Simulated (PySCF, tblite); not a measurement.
# C₇H₆F radical: geometry, infrared bands and EPR parameters

Aim: predict the infrared bands and EPR parameters of C₇H₆F radical (`C#CC1=C(F)CC[CH]1`).

Computed with tblite 0.8.0 and PySCF 2.14.0, with density-fitted response routines of our own, on a single molecule in the gas phase. Atoms count from 0, in the outputs and in this text.

**1. The starting structure**

14 atoms, charge 0, multiplicity 2; geometry from: force field or distance geometry start.

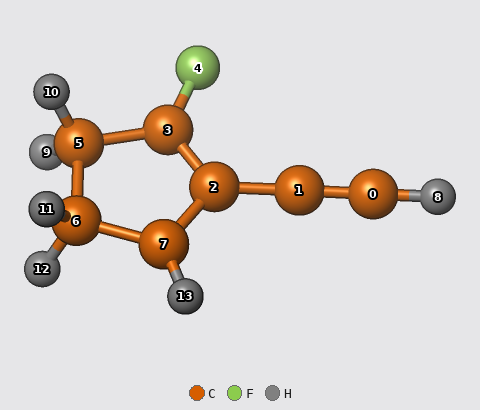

The starting geometry (carbon orange, fluorine green, hydrogen grey), atoms numbered.

**2. Geometry optimisation with GFN2-xTB**

Job settings and geometry (Å):

```
{"job": {"kind": "relax", "xc": "GFN2-xTB", "basis": "xTB"}, "charge": 0, "multiplicity": 2}
C      3.334300     0.104600    -0.164900
C      2.122000     0.077500    -0.116900
C      0.727000     0.026700    -0.036100
C     -0.115700     1.022900    -0.384900
F      0.284600     2.211700    -0.830600
C     -1.554100     0.653200    -0.191500
C     -1.485300    -0.780700     0.341300
C     -0.019700    -1.103400     0.416700
H      4.393700     0.139700    -0.215100
H     -2.098800     0.700400    -1.132200
H     -2.036400     1.321200     0.527600
H     -1.948800    -0.859100     1.338200
H     -2.011200    -1.474500    -0.315300
H      0.407600    -2.040700     0.741600
```

On the command line:

```
OMP_NUM_THREADS=1 python probes_run.py task.json out
```

The driver reads the jobs from task.json and runs them one after another.

The program printed:

```text
step      E/eV     max force
  0    -616.05521    2.188
  1    -616.06769    4.066
  2    -616.11112    1.665
  3    -616.13410    0.469
  4    -616.13871    0.204
  5    -616.14193    0.225
  6    -616.14628    0.192
  7    -616.14804    0.123
  8    -616.14897    0.057
  9    -616.14935    0.052
 10    -616.14953    0.031
 11    -616.14962    0.022
 12    -616.14967    0.021
 13    -616.14971    0.015
 14    -616.14974    0.013
 15    -616.14976    0.007
```

It took 0.09 s on 1 thread of Arm Neoverse V1, shared host.

Along the way:

| step | energy from step 0 (eV) | largest force (eV/Å) |
| --- | --- | --- |
| 0 | 0.0000 | 2.1884 |
| 1 | -0.0125 | 4.0664 |
| 2 | -0.0559 | 1.6654 |
| 3 | -0.0789 | 0.4693 |
| 4 | -0.0835 | 0.2040 |
| 5 | -0.0867 | 0.2250 |
| 6 | -0.0911 | 0.1921 |
| 7 | -0.0928 | 0.1228 |
| 8 | -0.0938 | 0.0567 |
| 9 | -0.0941 | 0.0516 |
| 10 | -0.0943 | 0.0313 |
| 11 | -0.0944 | 0.0221 |
| 12 | -0.0945 | 0.0209 |
| 13 | -0.0945 | 0.0149 |
| 14 | -0.0945 | 0.0129 |
| 15 | -0.0946 | 0.0075 |

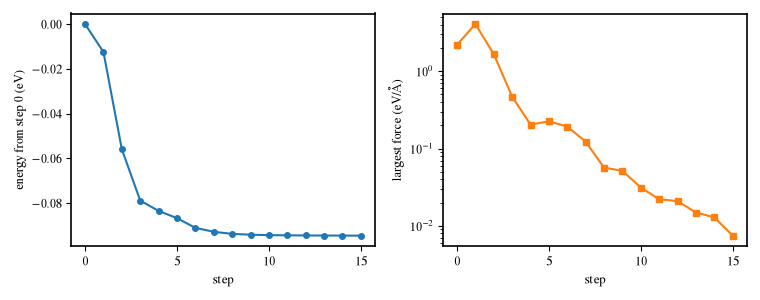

Energy and largest force along the relaxation.

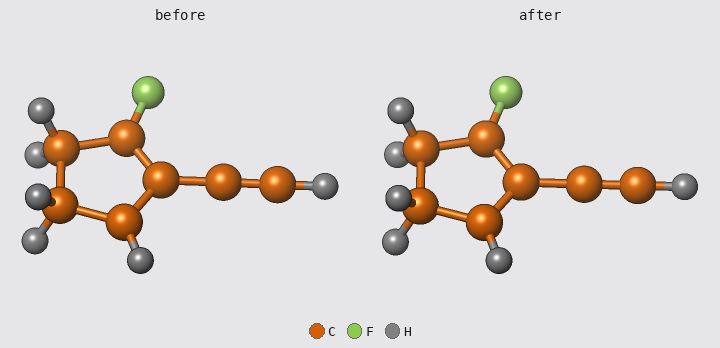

The geometry before (left) and after (right).

Close pairs (by a distance rule), those that changed most:

| bond | before (Å) | after (Å) | change (Å) |
| --- | --- | --- | --- |
| C2–C7 | 1.428 | 1.385 | -0.043 |
| C2–C3 | 1.351 | 1.385 | +0.034 |
| C1–C2 | 1.398 | 1.412 | +0.014 |
| C0–C1 | 1.214 | 1.200 | -0.014 |
| C0–H8 | 1.061 | 1.049 | -0.013 |
| C3–F4 | 1.331 | 1.341 | +0.010 |
| C5–C6 | 1.531 | 1.540 | +0.009 |
| C6–C7 | 1.503 | 1.494 | -0.009 |

The end geometry stands in the next job.

**3. Vibrational analysis with GFN2-xTB**

Job settings and geometry (Å):

```
{"job": {"kind": "ir", "xc": "GFN2-xTB", "basis": "xTB"}, "charge": 0, "multiplicity": 2}
C      3.343268     0.101627    -0.164351
C      2.146947     0.042729    -0.098911
C      0.737358    -0.008282    -0.026852
C     -0.119582     1.021441    -0.378870
F      0.238343     2.229279    -0.839554
C     -1.552160     0.659601    -0.190402
C     -1.473923    -0.781930     0.345636
C     -0.013157    -1.089859     0.404861
H      4.389434     0.147813    -0.219563
H     -2.104477     0.724427    -1.133080
H     -2.043227     1.340181     0.512118
H     -1.933600    -0.871910     1.334589
H     -1.997027    -1.486566    -0.308014
H      0.381125    -2.029022     0.740228
```

The program printed:

```text
mode    cm-1     km/mol
  1     117.4      0.98
  2     123.7      1.99
  3     143.7      0.46
  4     240.6      1.16
  5     322.8      4.89
  6     339.6      1.57
  7     442.4      8.20
  8     520.3      2.13
  9     543.7      0.00
 10     615.3     11.34
 11     624.9      0.52
 12     671.7     12.19
 13     672.4     23.20
 14     785.4     31.82
 15     797.8      6.66
 16     967.7      0.60
 17     976.3     12.55
 18    1051.5     29.45
 19    1087.0      1.05
 20    1099.8     16.10
 21    1158.6      0.06
 22    1175.9      0.66
 23    1223.9     57.32
 24    1279.3      9.62
 25    1294.8     29.21
 26    1397.8     88.76
 27    1451.8      4.01
 28    1466.6     19.66
 29    1539.6     49.40
 30    2269.3      0.68
 31    2907.6      0.42
 32    2923.9     40.16
 33    2945.4     34.79
 34    2955.9     37.10
 35    3162.5     12.05
 36    3401.1      5.92
```

It took 0.38 s on 1 thread of Arm Neoverse V1, shared host.

The strongest bands and the atoms that carry them (share of the mass-weighted mode):

| cm⁻¹ | km/mol | atoms |
| --- | --- | --- |
| 785 | 31.8 | C7 28 %, C5 20 %, F4 16 %, C2 11 % |
| 1052 | 29.4 | C5 19 %, C2 14 %, C3 13 %, H11 12 % |
| 1224 | 57.3 | C3 32 %, H9 16 %, H10 16 % |
| 1398 | 88.8 | C2 32 %, C3 25 %, C7 18 % |
| 1540 | 49.4 | C2 45 %, C3 31 %, C7 15 % |
| 2924 | 40.2 | H9 24 %, H10 24 %, H11 21 %, H12 21 % |
| 2945 | 34.8 | H12 25 %, H11 25 %, H10 23 %, H9 22 % |
| 2956 | 37.1 | H10 25 %, H9 25 %, H12 23 %, H11 23 % |

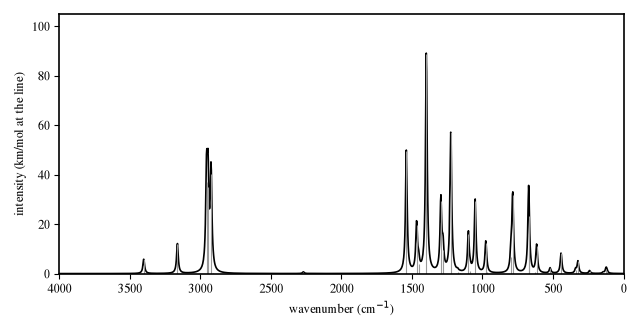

The infrared spectrum from these modes, unscaled. Lines are broadened to a width of 14 cm⁻¹ (Lorentzian).

**4. g tensor and hyperfine couplings: B3LYP/pcH-1**

The job, as its differences from that of step 3:

```diff
@@ -1,2 +1,2 @@
-{"job": {"kind": "ir", "xc": "GFN2-xTB", "basis": "xTB"}, "charge": 0, "multiplicity": 2}
+{"job": {"kind": "epr", "basis": "pcH-1"}, "charge": 0, "multiplicity": 2}
 C      3.343268     0.101627    -0.164351
```

With the program's defaults for keys left out, this is: UKS B3LYP, pcH-1 on C F H, non-relativistic, mean-field spin-orbit, GIAO.

The program printed:

```text
UKS, coarse grid
  cycle   1  E = -370.00902139  |g| = 4.31e-01
  cycle   2  E = -369.93010612  |g| = 6.22e-01
  cycle   3  E = -370.08410035  |g| = 1.12e-01
  cycle   4  E = -370.09008527  |g| = 4.96e-02
  cycle   5  E = -370.09131505  |g| = 2.08e-02
  cycle   6  E = -370.09151499  |g| = 9.79e-03
  cycle   7  E = -370.09158331  |g| = 6.00e-03
  cycle   8  E = -370.09161109  |g| = 2.20e-03
  cycle   9  E = -370.09161687  |g| = 1.00e-03
  cycle  10  E = -370.09161813  |g| = 3.86e-04
UKS, final grid
  cycle   1  E = -370.09158624  |g| = 3.44e-04
  cycle   2  E = -370.09158631  |g| = 4.75e-04
  cycle   3  E = -370.09158642  |g| = 1.61e-04
  cycle   4  E = -370.09158645  |g| = 1.29e-04
  cycle   5  E = -370.09158648  |g| = 5.72e-05
  cycle   6  E = -370.09158649  |g| = 1.17e-05
E = -370.09158649 Eh   <S^2> = 0.7815 (exact 0.7500)
g shifts (ppm)      1          2          3
  rmc          -178       -178       -178
  gc             -2         35         33
  oz_so         -44       1416       1910
  total        -223       1273       1766
hyperfine (MHz)  atom isotope    a_iso     a_fc   dipolar eigenvalues
    0   13C      -6.67      -6.67    -10.35      3.17      7.18
    1   13C      12.51      12.51     -3.31     -0.53      3.84
    2   13C     -49.26     -49.26    -26.48     12.25     14.23
    3   13C      64.75      64.75    -53.51    -52.99    106.51
    4   19F      92.42      92.42   -162.09   -132.30    294.39
    5   13C     -20.29     -20.29     -0.57     -0.12      0.69
    6   13C     -20.87     -20.87     -0.84      0.17      0.67
    7   13C      58.56      58.56    -54.81    -53.23    108.05
    8    1H       5.96       5.96     -1.52     -0.40      1.92
    9    1H      69.60      69.60     -3.58     -1.99      5.57
   10    1H      69.25      69.25     -3.58     -1.98      5.56
   11    1H      70.03      70.03     -3.98     -2.10      6.08
   12    1H      69.64      69.64     -3.98     -2.09      6.08
   13    1H     -45.86     -45.86    -26.86     -0.03     26.90
```

Wall time 68 s (1 thread of Arm Neoverse V1, shared host); peak memory 0.96 GiB.

Principal g values 2.00210, 2.00359, 2.00408; g(iso) = 2.00326, against 2.00232 for a free electron.

Hyperfine couplings; where a row names several nuclei, a(iso) is their mean (it holds for fast rotation or exchange) and the dipolar term the largest among them:

| nuclei | isotope | a(iso) (MHz) | a(iso) (G, at g = 2.0023) | largest dipolar term (MHz) |
| --- | --- | --- | --- | --- |
| F4 | 19F | 92.4 | 33.0 | 294.4 |
| H11, H12 | 1H | 69.8 | 24.9 | 6.1 |
| H9, H10 | 1H | 69.4 | 24.8 | 5.6 |
| C3 | 13C | 64.7 | 23.1 | 106.5 |
| C7 | 13C | 58.6 | 20.9 | 108.0 |
| C2 | 13C | -49.3 | -17.6 | -26.5 |
| H13 | 1H | -45.9 | -16.4 | 26.9 |
| C6 | 13C | -20.9 | -7.4 | -0.8 |
| C5 | 13C | -20.3 | -7.2 | 0.7 |
| C1 | 13C | 12.5 | 4.5 | 3.8 |
| C0 | 13C | -6.7 | -2.4 | -10.3 |
| H8 | 1H | 6.0 | 2.1 | 1.9 |

Mulliken spin populations:

C0 -0.08; C1 0.05; C2 -0.22; C3 0.55; F4 0.04; C5 -0.05; C6 -0.05; C7 0.68; H8 0.00; H9 0.03; H10 0.03; H11 0.03; H12 0.03; H13 -0.03

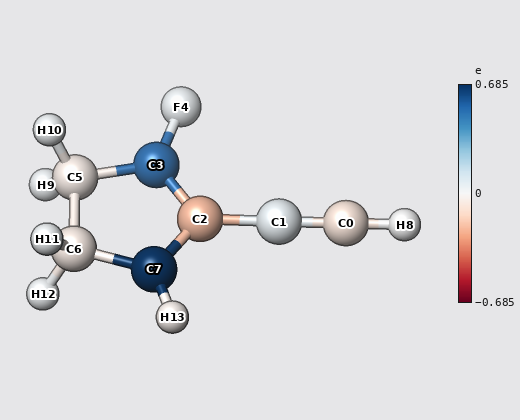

Mulliken spin populations, as colours on the atoms.

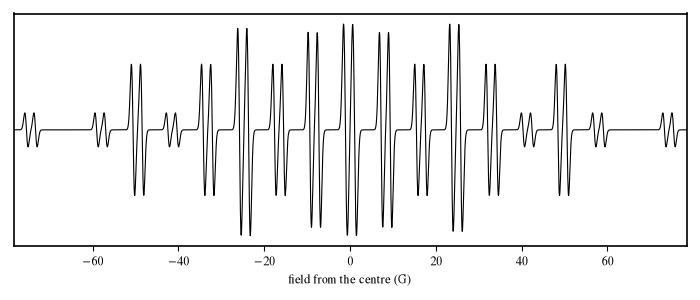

First-order isotropic spectrum (first derivative, main isotopes with spin only, couplings over 0.8 MHz, Gaussian width 0.4 G; couplings of the frozen geometry, rotation of groups not averaged beyond the rows shown).

The fields below are evaluated on a grid from the run's orbitals.

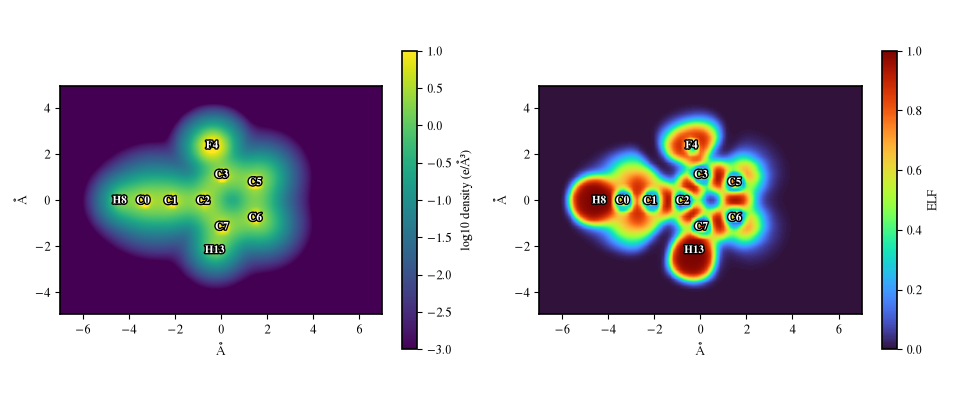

Density (left) and ELF (right) in a plane through or near 10 of the atoms.

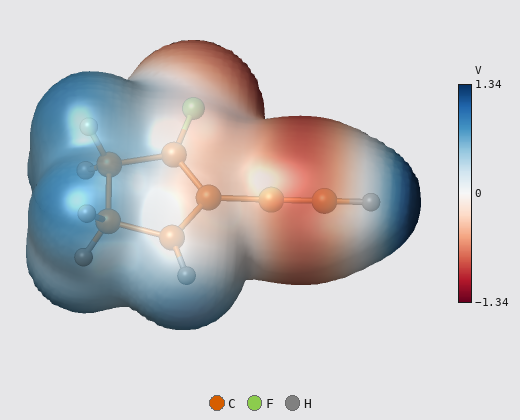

The potential that a unit positive charge feels on the 0.002 e/bohr³ surface, from -0.91 V near F4 to 1.34 V near H8.

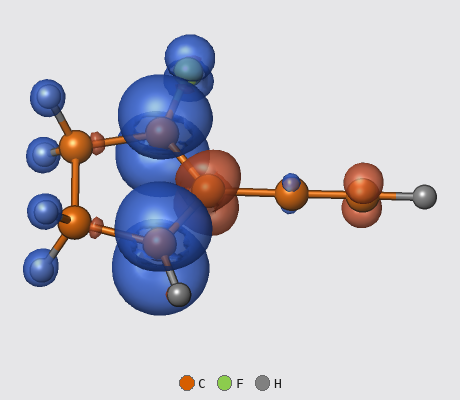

Spin density at ±0.03 e/Å³ (alpha excess blue, beta excess red).

**5. Results**

| quantity | value |
| --- | --- |
| strongest single infrared mode (GFN2-xTB) | 1398 cm⁻¹, 89 km/mol |
| zero-point energy (GFN2-xTB) | 63.9 kcal/mol |
| g(iso) (B3LYP) | 2.00326 |
| ⟨S²⟩ | 0.782 (exact 0.75) |
| largest a(iso) (averaged by class) | 19F on F4, 92.4 MHz |
| surface potential, least and greatest | -0.91 V and 1.34 V |

**Reading.** Over 15 steps the energy fell by 0.095 eV; of the close pairs, C2–C7 changed most, 1.428 to 1.385 Å. All 36 modes are real, so the xTB geometry is a minimum. The strongest single mode, at 1398 cm⁻¹, is spread over several atoms, C2, C3, C7 among them. GFN2-xTB is a fitted tight-binding method: band positions and strengths are rough. Its intensities can rank the bands wrongly. The largest spin populations lie on C7 (0.68 e), C3 (0.55 e). The isotropic g lies 0.9 ppt above the free-electron value.
